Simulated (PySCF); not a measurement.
C5H9ClFSi (SMILES C/C([CH]CF)=C/[SiH2]Cl) (doublet)

```xyz
17

C    -1.6020   -1.1065   -0.0459
C    -0.2729   -0.4004   -0.0164
C    -0.2548    0.9742    0.0390
C    -1.4737    1.8194    0.0669
F    -1.1475    3.1486    0.1485
C     0.8977   -1.1471   -0.0455
Si    2.6413   -0.4894   -0.0166
Cl    3.8586   -2.1052   -0.0609
H    -2.1828   -0.8634    0.8429
H    -2.1803   -0.7960   -0.9153
H    -1.4689   -2.1839   -0.0862
H     0.6838    1.5021    0.0604
H    -2.0782    1.7018   -0.8453
H    -2.1122    1.5993    0.9354
H     0.7782   -2.2223   -0.0903
H     2.9495    0.2517    1.2084
H     2.9572    0.3290   -1.1890
```

Geometry: GFN2-xTB.

These are results of PySCF 2.14.0, density-fitted response routines, UKS B3LYP, pcH-1 on C Cl F H Si, non-relativistic, mean-field spin-orbit, GIAO, not measurements.

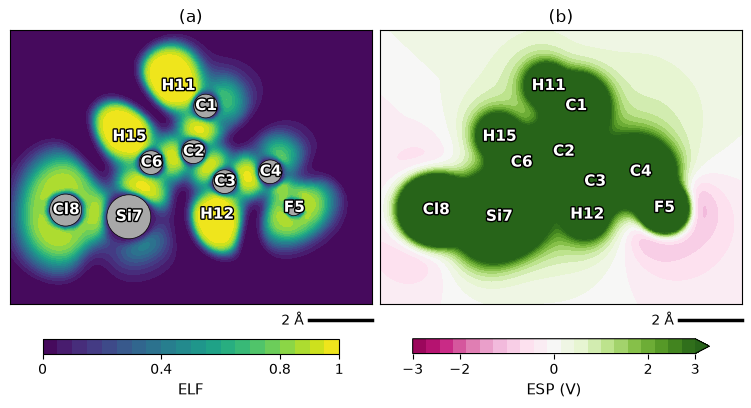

Figure 1. (a) electron localisation function; (b) molecular electrostatic potential on the plane of atoms C2, C3 and H12. Grey discs cover the atomic cores in the ELF map.

Read the bonding off the picture.

Atoms in the plane: C, F, Si, Cl and H. C–F (1.37 Å): the ELF peaks at about 0.85 between the atoms (a shared but strongly polarised pair). C–C (1.38 Å): the ELF peaks at about 0.95 between the atoms (localised, covalent bonding). C–Si (1.86 Å): the ELF peaks at about 0.95 between the atoms (a covalent bond). Si–Cl (2.02 Å): the ELF peaks at about 0.90 between the atoms, as expected for a shared but strongly polarised pair. C–H (1.08 Å): the ELF climbs to about 1 towards the hydrogen, as it does in any bond to H; a covalent bond by its length. The ELF also peaks beside Cl8 and F5, away from the bonds: non-bonding electrons, paired or unpaired. Outside the dense part of the molecule the potential is most negative (−1.0 V) near F5.

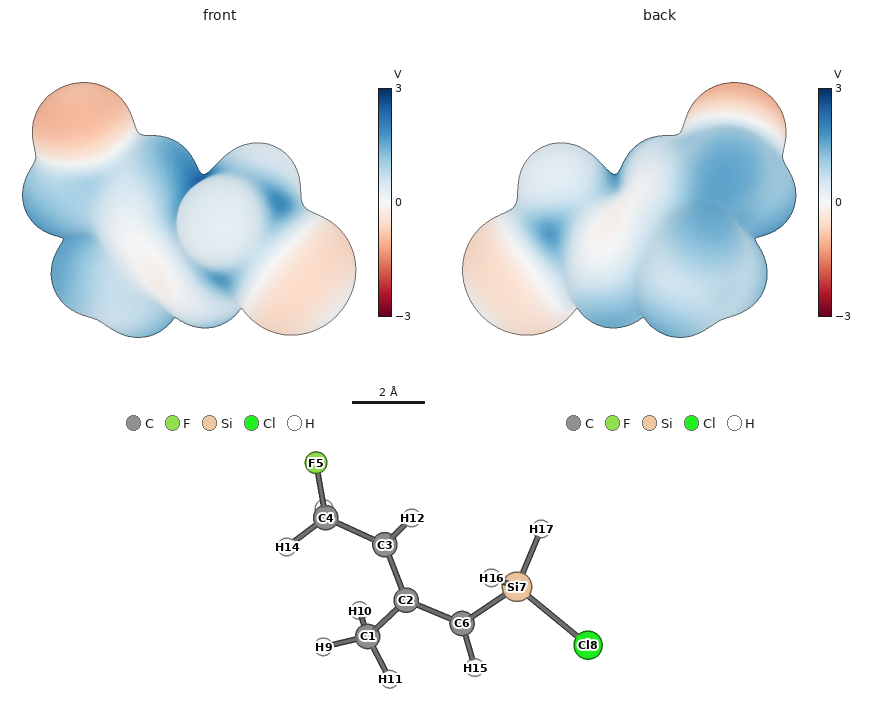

Figure 2. The molecular electrostatic potential painted on the density surface at 0.004 e/bohr³, seen from the front and from behind; red is negative and blue positive. The bare structure is drawn below in the same view.

Describe the electrostatic potential map.

The most negative region (about −1.0 V) lies over F5, the most positive (about +2.1 V) over Si7.
